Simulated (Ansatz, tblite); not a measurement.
# C22H66Si10: a ladder of methods and basis sets

Aim: run the singlet of C22H66Si10 at one geometry on many levels, and compare frontier levels, spin and run time.

Computed with Ansatz 0.2.0, Gaussian basis. Level: as each input shows.

The runs, in order: GFN1-xTB, GFN2-xTB, PBE-D4/def2-SVP, r2SCAN-D4/def2-SVP.

1 further run of the same task is left out (set aside as unsound or not needed). Runs told in other sessions of the task aren't counted.

### Step 1. The relaxed structure

The geometry is that of the singlet, from an earlier relaxation (r2SCAN-D4/def2-SVP).

SMILES `C[Si](C)(C)[Si](C)(C)[Si](C)(C)[Si](C)(C)[Si](C)(C)[Si](C)(C)[Si](C)(C)[Si](C)(C)[Si](C)(C)[Si](C)(C)C`, 98 atoms, charge 0, spin multiplicity 1.

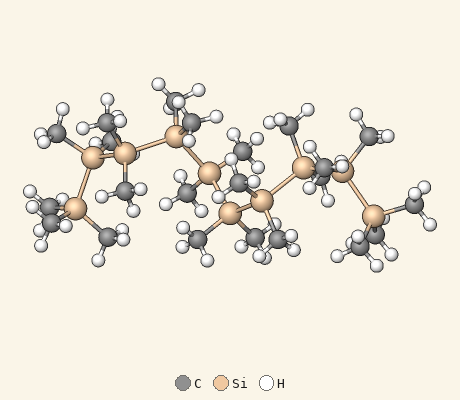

The geometry (carbon grey, silicon light orange, hydrogen white).

PBE0-D4/def2-SVP was run before; its log isn't repeated, and its numbers join the tables.

### Step 2. GFN1-xTB

Tight binding, by tblite at 300 K electronic temperature and without a spin-polarisation term:

```python
tblite.interface.Calculator('GFN1-xTB', numbers, positions, charge=0, uhf=0).singlepoint()
```

Energy -2735.8811 eV, HOMO -9.84 eV, LUMO -6.90 eV; 0.57 s.

### Step 3. GFN2-xTB

Tight binding, by tblite at 300 K electronic temperature and without a spin-polarisation term:

```python
tblite.interface.Calculator('GFN2-xTB', numbers, positions, charge=0, uhf=0).singlepoint()
```

Energy -2662.3987 eV, HOMO -8.45 eV, LUMO -5.14 eV; 0.53 s.

### Step 4. PBE-D4/def2-SVP

start.molden holds the orbitals of an earlier run on this state, given as this run's starting guess.

Input file in.yaml:

```yaml
crystal:
  periodic: [false, false, false]
  atoms:
    - {symbol: C, position_ang: [-8.972823, 0.157159, -0.676022]}
    - {symbol: Si, position_ang: [-7.220982, 0.834285, -0.422569]}
    - {symbol: C, position_ang: [-6.645911, 1.629563, -2.039919]}
    - {symbol: C, position_ang: [-7.309109, 2.170485, 0.914833]}
    - {symbol: Si, position_ang: [-5.855791, -0.981319, 0.244373]}
    - {symbol: C, position_ang: [-5.839638, -1.070201, 2.146118]}
    - {symbol: C, position_ang: [-6.672276, -2.576007, -0.406859]}
    - {symbol: Si, position_ang: [-3.640013, -0.965365, -0.570664]}
    - {symbol: C, position_ang: [-2.921742, -2.699283, -0.244175]}
    - {symbol: C, position_ang: [-3.641393, -0.652528, -2.444936]}
    - {symbol: Si, position_ang: [-2.351281, 0.619271, 0.599989]}
    - {symbol: C, position_ang: [-1.981580, -0.067469, 2.332305]}
    - {symbol: C, position_ang: [-3.378121, 2.207636, 0.828028]}
    - {symbol: Si, position_ang: [-0.395830, 1.296898, -0.536386]}
    - {symbol: C, position_ang: [0.519390, 2.539117, 0.577838]}
    - {symbol: C, position_ang: [-0.981599, 2.249969, -2.080841]}
    - {symbol: Si, position_ang: [1.112725, -0.333840, -1.336030]}
    - {symbol: C, position_ang: [0.232496, -1.402297, -2.643736]}
    - {symbol: C, position_ang: [2.488663, 0.615863, -2.248079]}
    - {symbol: Si, position_ang: [2.138342, -1.790246, 0.212091]}
    - {symbol: C, position_ang: [0.899794, -2.450048, 1.496441]}
    - {symbol: C, position_ang: [2.768295, -3.282659, -0.789314]}
    - {symbol: Si, position_ang: [3.916837, -0.862561, 1.459182]}
    - {symbol: C, position_ang: [4.266081, -2.122411, 2.847598]}
    - {symbol: C, position_ang: [3.361685, 0.746127, 2.306039]}
    - {symbol: Si, position_ang: [5.946170, -0.540981, 0.275129]}
    - {symbol: C, position_ang: [5.918516, -1.298186, -1.468238]}
    - {symbol: C, position_ang: [7.314321, -1.437571, 1.253806]}
    - {symbol: Si, position_ang: [6.608540, 1.719845, 0.137266]}
    - {symbol: C, position_ang: [6.890451, 2.422077, 1.871886]}
    - {symbol: C, position_ang: [5.367218, 2.820758, -0.772142]}
    - {symbol: C, position_ang: [8.254069, 1.777747, -0.801382]}
    - {symbol: H, position_ang: [-9.668147, 0.966129, -0.959624]}
    - {symbol: H, position_ang: [-9.360681, -0.308530, 0.245418]}
    - {symbol: H, position_ang: [-9.001536, -0.605646, -1.471340]}
    - {symbol: H, position_ang: [-6.581662, 0.892697, -2.857148]}
    - {symbol: H, position_ang: [-5.651731, 2.093001, -1.928745]}
    - {symbol: H, position_ang: [-7.349846, 2.419457, -2.354191]}
    - {symbol: H, position_ang: [-7.612088, 1.749574, 1.887822]}
    - {symbol: H, position_ang: [-8.054450, 2.935489, 0.635935]}
    - {symbol: H, position_ang: [-6.344235, 2.682822, 1.054302]}
    - {symbol: H, position_ang: [-6.860676, -1.207016, 2.541437]}
    - {symbol: H, position_ang: [-5.431792, -0.147585, 2.590418]}
    - {symbol: H, position_ang: [-5.226800, -1.915270, 2.502855]}
    - {symbol: H, position_ang: [-6.114635, -3.468055, -0.075545]}
    - {symbol: H, position_ang: [-6.706303, -2.591686, -1.508869]}
    - {symbol: H, position_ang: [-7.708071, -2.670235, -0.039442]}
    - {symbol: H, position_ang: [-3.480361, -3.469984, -0.801642]}
    - {symbol: H, position_ang: [-1.865140, -2.762215, -0.554150]}
    - {symbol: H, position_ang: [-2.969608, -2.956869, 0.826789]}
    - {symbol: H, position_ang: [-4.314055, -1.358223, -2.961433]}
    - {symbol: H, position_ang: [-2.630786, -0.784970, -2.864437]}
    - {symbol: H, position_ang: [-3.978020, 0.368107, -2.685508]}
    - {symbol: H, position_ang: [-1.327626, 0.613652, 2.902948]}
    - {symbol: H, position_ang: [-1.487802, -1.049646, 2.282515]}
    - {symbol: H, position_ang: [-2.917410, -0.191102, 2.902565]}
    - {symbol: H, position_ang: [-4.263119, 1.994683, 1.450679]}
    - {symbol: H, position_ang: [-2.796763, 2.997931, 1.331979]}
    - {symbol: H, position_ang: [-3.734454, 2.610396, -0.134148]}
    - {symbol: H, position_ang: [0.825620, 2.085265, 1.532969]}
    - {symbol: H, position_ang: [1.426999, 2.923588, 0.081072]}
    - {symbol: H, position_ang: [-0.127794, 3.403058, 0.805319]}
    - {symbol: H, position_ang: [-1.528057, 1.597553, -2.780869]}
    - {symbol: H, position_ang: [-1.655919, 3.075415, -1.795588]}
    - {symbol: H, position_ang: [-0.128179, 2.690393, -2.623530]}
    - {symbol: H, position_ang: [-0.582214, -2.005901, -2.213187]}
    - {symbol: H, position_ang: [0.947860, -2.093794, -3.120032]}
    - {symbol: H, position_ang: [-0.200431, -0.769904, -3.437797]}
    - {symbol: H, position_ang: [3.132290, -0.083927, -2.808555]}
    - {symbol: H, position_ang: [2.069388, 1.333747, -2.973383]}
    - {symbol: H, position_ang: [3.130171, 1.174795, -1.547726]}
    - {symbol: H, position_ang: [-0.027568, -2.813883, 1.022787]}
    - {symbol: H, position_ang: [1.342479, -3.289263, 2.059065]}
    - {symbol: H, position_ang: [0.623129, -1.668463, 2.221730]}
    - {symbol: H, position_ang: [3.391109, -2.968180, -1.641713]}
    - {symbol: H, position_ang: [3.372982, -3.959691, -0.161938]}
    - {symbol: H, position_ang: [1.919668, -3.864102, -1.187912]}
    - {symbol: H, position_ang: [5.096309, -1.784110, 3.490215]}
    - {symbol: H, position_ang: [4.538218, -3.111872, 2.444645]}
    - {symbol: H, position_ang: [3.376555, -2.252019, 3.487003]}
    - {symbol: H, position_ang: [2.408968, 0.597692, 2.842437]}
    - {symbol: H, position_ang: [4.111610, 1.073413, 3.045428]}
    - {symbol: H, position_ang: [3.217108, 1.565450, 1.584411]}
    - {symbol: H, position_ang: [5.136236, -0.846414, -2.098303]}
    - {symbol: H, position_ang: [6.889105, -1.140522, -1.968460]}
    - {symbol: H, position_ang: [5.735753, -2.384510, -1.425957]}
    - {symbol: H, position_ang: [8.288246, -1.340580, 0.744400]}
    - {symbol: H, position_ang: [7.423993, -1.027078, 2.270752]}
    - {symbol: H, position_ang: [7.092456, -2.513619, 1.350847]}
    - {symbol: H, position_ang: [7.595104, 1.801076, 2.449421]}
    - {symbol: H, position_ang: [7.314871, 3.439315, 1.812558]}
    - {symbol: H, position_ang: [5.950763, 2.485391, 2.443515]}
    - {symbol: H, position_ang: [4.395871, 2.858226, -0.252043]}
    - {symbol: H, position_ang: [5.748779, 3.854481, -0.838143]}
    - {symbol: H, position_ang: [5.185179, 2.465844, -1.799588]}
    - {symbol: H, position_ang: [9.025487, 1.169386, -0.300717]}
    - {symbol: H, position_ang: [8.633306, 2.812674, -0.862454]}
    - {symbol: H, position_ang: [8.146814, 1.400328, -1.831798]}
basis:
  gaussian: {orbitals: def2-SVP, fitting: {mean_field: def2-universal-jkfit}, initial_orbitals: start.molden}
hamiltonian: {xc: pbe, dispersion: d4}
scf: {omitted_lower_state_checks: [starts]}
output: {orbitals: {seedname: orbitals}}
```

The run is started by

```bash
$ ansatz run in.yaml --threads 4 --pin off --events-out ev --progress --plain --max-ram 41984MiB --backend cuda --devices 0, --max-vram 37GiB
```

The log of the run:

```text
Functional definition: PBE
  name "PBE"
  cite "Perdew, Burke & Ernzerhof, Phys. Rev. Lett. 77, 3865 (1996) doi:10.1103/PhysRevLett.77.3865"
  parent pbe
  parameter kappa = 0.804
  parameter beta = 0.06672455060314922
  exchange = pbe_x(kappa = kappa, mu = beta*pi^2/3)
  correlation = pbe_c(beta = beta)
these checks for a lower state are left out or cut short: starts
4118 factors; integrals over basis functions are off by at most 2.4e-1 eV
mean field evaluation 1: about -102557.8934 eV, gradient 1.6e1 eV
mean field evaluation 2: about -102558.3537 eV, gradient 4.3e-1 eV
mean field evaluation 4: about -102558.2961 eV, gradient 1.2e-3 eV
mean field -102558.29607474 eV, -3768.9478642370 hartree, gradient 1.2e-5 eV, S^2 0.000000; 0 other end points of the search recorded, 0 dependent functions left out
reference -102558.29617818 eV, -3768.9478680383 hartree; 169, 169 occupied and 649, 649 virtual orbitals, 4118 factors
Total energy: -102562.17667422 eV, -3769.0904736373 hartree
Checks for a lower state left out: starts
```

It took 4.8 s on 1 × H100 (card shared with other runs) with 4 threads of AMD EPYC 7R13, shared host; peak host memory 1.2 GiB.

From the report: HOMO -5.15 eV, LUMO -0.65 eV.

### Step 5. r2SCAN-D4/def2-SVP

in.yaml, as its differences from that of step 4:

```diff
@@ -103,3 +103,3 @@
   gaussian: {orbitals: def2-SVP, fitting: {mean_field: def2-universal-jkfit}, initial_orbitals: start.molden}
-hamiltonian: {xc: pbe, dispersion: d4}
+hamiltonian: {xc: r2scan, dispersion: d4}
 scf: {omitted_lower_state_checks: [starts]}
```

Same command.

The log of the run:

```text
Functional definition: r2SCAN
  name "r2SCAN"
  cite "Furness, Kaplan, Ning, Perdew & Sun, J. Phys. Chem. Lett. 11, 8208 (2020) doi:10.1021/acs.jpclett.0c02405"
  cite "Furness, Kaplan, Ning, Perdew & Sun, J. Phys. Chem. Lett. 11, 9248 (2020) doi:10.1021/acs.jpclett.0c03077"
  parent r2scan
  parameter k0 = 0.174
  parameter k1 = 0.065
  parameter a1 = 4.9479
  exchange = r2scan_x(k0 = k0, k1 = k1, a1 = a1)
  correlation = r2scan_c
these checks for a lower state are left out or cut short: starts
4118 factors; integrals over basis functions are off by at most 2.4e-1 eV
mean field evaluation 1: about -102612.4472 eV, gradient 9.2e0 eV
mean field evaluation 2: about -102612.6469 eV, gradient 1.9e-1 eV
mean field evaluation 4: about -102612.6547 eV, gradient 3.2e-4 eV
mean field -102612.65471841 eV, -3770.9455075459 hartree, gradient 1.3e-5 eV, S^2 0.000000; 0 other end points of the search recorded, 0 dependent functions left out
reference -102612.65475065 eV, -3770.9455087308 hartree; 169, 169 occupied and 649, 649 virtual orbitals, 4118 factors
Total energy: -102613.93824424 eV, -3770.9926762504 hartree
Checks for a lower state left out: starts
```

Run time: 6 s. Hardware: 1 × H100 (card shared with other runs) with 4 threads of AMD EPYC 7R13, shared host; peak host memory 1.3 GiB.

Report: HOMO -5.40 eV, LUMO -0.54 eV.

### Step 6. Comparison

```tsv
level	functions	HOMO (eV)	LUMO (eV)	gap (eV)	time
PBE-D4/def2-SVP	818	-5.15	-0.65	4.50	4.8 s
r2SCAN-D4/def2-SVP	818	-5.40	-0.54	4.86	6 s
PBE0-D4/def2-SVP	818	-6.19	0.05	6.24	15 s
```

### Step 7. Binding energy

Free atoms were run apart at each level; binding is atoms less cluster, divided by the number of atoms, without zero-point or spin-orbit terms.

```tsv
level	binding an atom (eV)
PBE-D4/def2-SVP	4.002
r2SCAN-D4/def2-SVP	3.964
PBE0-D4/def2-SVP	3.978
```

### Step 8. Summary of results

| quantity | value |
| --- | --- |
| gap in def2-SVP, named functionals, smallest and largest | 4.50 eV (PBE-D4), 6.24 eV (PBE0-D4) |
| binding an atom, functionals in def2-SVP | 3.96 (r2SCAN-D4) to 4.00 eV (PBE-D4) |

In words: Orbital gaps of the named functionals in def2-SVP span 4.50 eV (PBE-D4) to 6.24 eV (PBE0-D4); exact exchange widens it.

The slowest run with a step of its own, r2SCAN-D4/def2-SVP, took 6 s; the quickest functional in def2-SVP took 4.8 s (shared host).
